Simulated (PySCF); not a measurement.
## A study: C3H3Br, SMILES `BrC1C=C1`

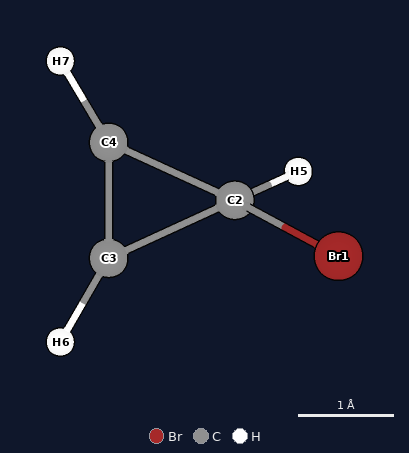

The molecule, with its atoms numbered as below. No frequency check shows the geometry to be a minimum.

Coordinates in Å:

```
Br1     -0.9765    0.0000   -0.0601
C2       0.8819   -0.0001    0.6102
C3       1.9469   -0.6525   -0.1848
C4       1.9468    0.6525   -0.1847
H5       0.8538   -0.0004    1.6904
H6       2.3343   -1.5836   -0.5162
H7       2.3342    1.5838   -0.5158
```

### 1. Bonding charge

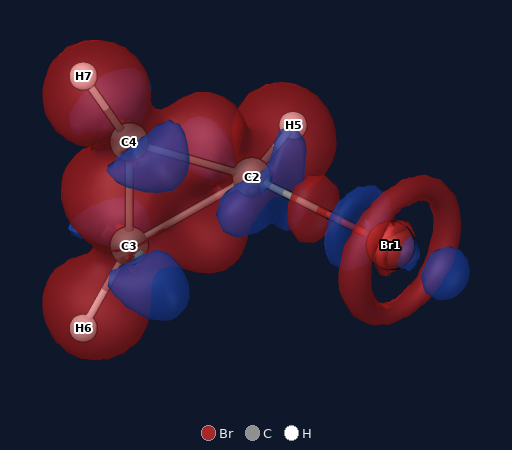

Deformation density (molecule less spherical, spin-averaged free atoms at the same positions), surfaces at ±0.08 e/Å³; red: gain, blue: loss.

Level of theory: PBE0/def2-TZVP (PySCF), at a geometry from GFN2-xTB.

**How much density has each bond gained at its critical point, relative to the free atoms?**

C2–H5: +0.80 e/Å³ at the bond critical point (bond length 1.08 Å, Mayer order 0.9). C3–H6 and C4–H7: +0.80 e/Å³ at the bond critical point (bond length 1.06 Å, Mayer order 0.9). C3–C4: +0.68 e/Å³ at the bond critical point (bond length 1.30 Å, Mayer order 1.8). C2–C3 and C2–C4: +0.36 e/Å³ at the bond critical point (bond length 1.48 Å, Mayer order 1.0). Br1–C2: +0.16 e/Å³ at the bond critical point (bond length 1.98 Å, Mayer order 1.0). In all, 1.7 electrons gather in the regions of gain relative to the promolecule.

### 2. Bond critical points

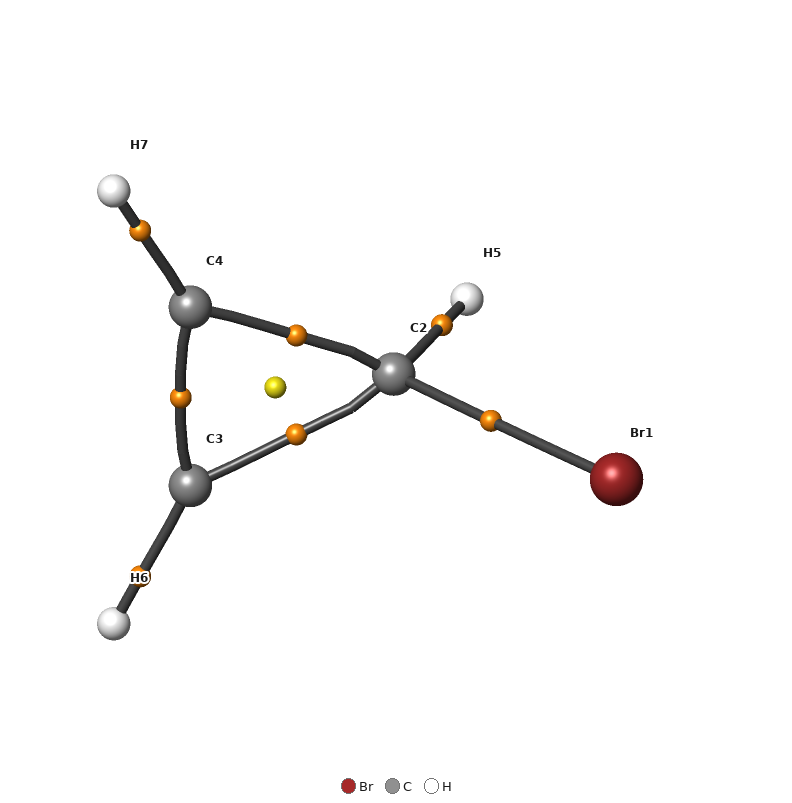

Molecular graph of the electron density (QTAIM): bond paths, bond critical points (orange), ring points (yellow, if any); weak paths are dashed.

**How many critical points of each kind are there, and does the count close?**

7 nuclei, 7 bond, 1 ring and 0 cage critical points: 7 − 7 + 1 − 0 = 1, as the Poincaré–Hopf relation requires.

**Give the properties at the bond critical points.**

```tsv
bond	length (Å)	ρ (a.u.)	∇²ρ (a.u.)	ε	H (a.u.)
C3–C4	1.305	0.351	−0.93	0.16	−0.427
C3–H6 (2 alike)	1.062	0.295	−1.11	0.01	−0.314
C2–H5	1.081	0.291	−1.05	0.04	−0.300
C2–C3 (2 alike)	1.480	0.251	−0.44	0.54	−0.227
Br1–C2	1.976	0.143	−0.12	0.05	−0.079
```

**What kind of interaction is Br1–C2?**

Shared-shell (covalent): ρ = 0.143, ∇²ρ = −0.12, H = −0.079 a.u.

### 3. Electrostatic potential

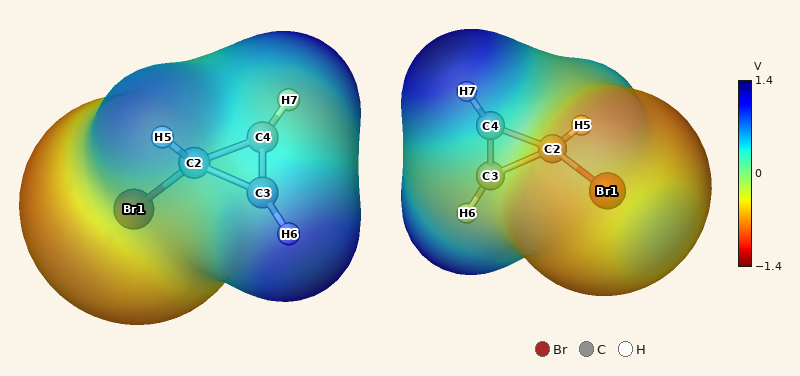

Electrostatic potential on the surface of electron density 0.001 a.u. (back view left, front view right).

**Where are the extremes of the potential on the surface?**

Highest: 1.35 V, 1.3 Å from H7, and at like points elsewhere. Further maxima include 0.78 V, 1.3 Å from H5; −0.10 V, 2.1 Å from Br1. Lowest: −0.80 V, 2.3 Å from Br1, and at like points elsewhere. Further minima include 0.09 V, off the C3–C4 bond (2.1 Å from its atoms). The surface is sampled at points, so like sites can differ by a few per cent and only the strongest of them is named.

### 4. Excited states

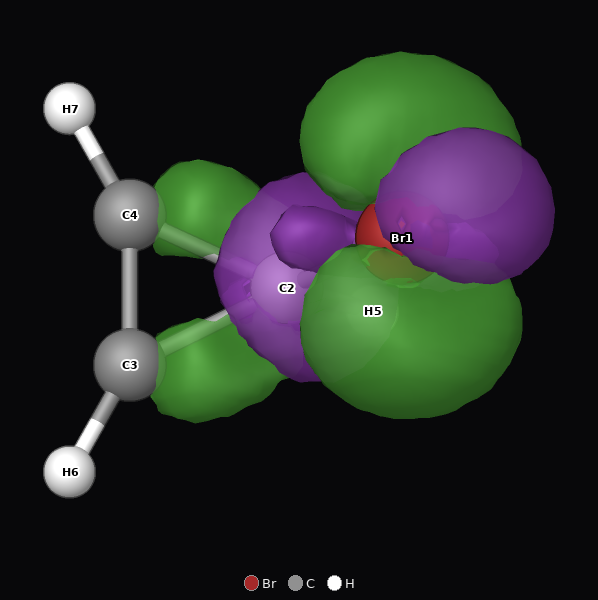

Unrelaxed difference density of S₃ less the ground state (TDA singlet states), ±0.03 e/Å³; purple: gain, green: loss.

Method: PBE0/def2-SVPD; geometry: GFN2-xTB; program: PySCF.

**How does the charge move on excitation?**

0.70 e is displaced in all, of which about 0.3 e passes between atoms: Br1 (0.25 e) loses electrons and C2 (0.18 e) and H5 (0.05 e) gain them. The state: 6.00 eV (207 nm), f = 0.000 (very weak), partly diffuse acceptor orbital; the leading pair carries 97 %; hole on Br1 (78 %), C2 (9 %) and C3 and C4 (5 % each), electron on Br1 (53 %), C2 (27 %) and H5 (6 %) (atom shares of so diffuse an orbital are rough); their centroids lie 0.2 Å apart.

### 5. Localised orbitals

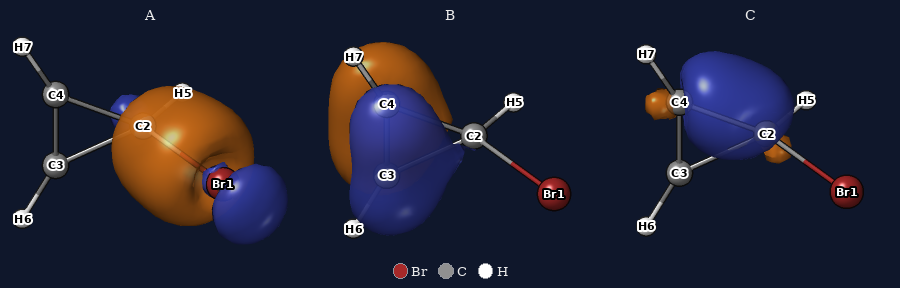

Pipek–Mezey orbitals, occupied; each surface holds about 70 % of the orbital's density. Energies are diagonal elements of the Fock matrix.

Method: B3LYP/aug-cc-pVDZ; geometry: GFN2-xTB; program: PySCF.

**What does each orbital represent in a Lewis picture?**

By panel:
- A: σ bond Br1–C2 (Br1 59 %, C2 40 %; −13.2 eV)
- B: π bond C4–C3 (C4 46 %, C3 46 %, C2 5 %; −9.5 eV)
- C: σ bond C2–C4 (C2 50 %, C4 48 %; −14.6 eV)

**Which has the smallest and which the largest spatial spread?**

Smallest: C (0.91 Å); largest: B (1.24 Å).
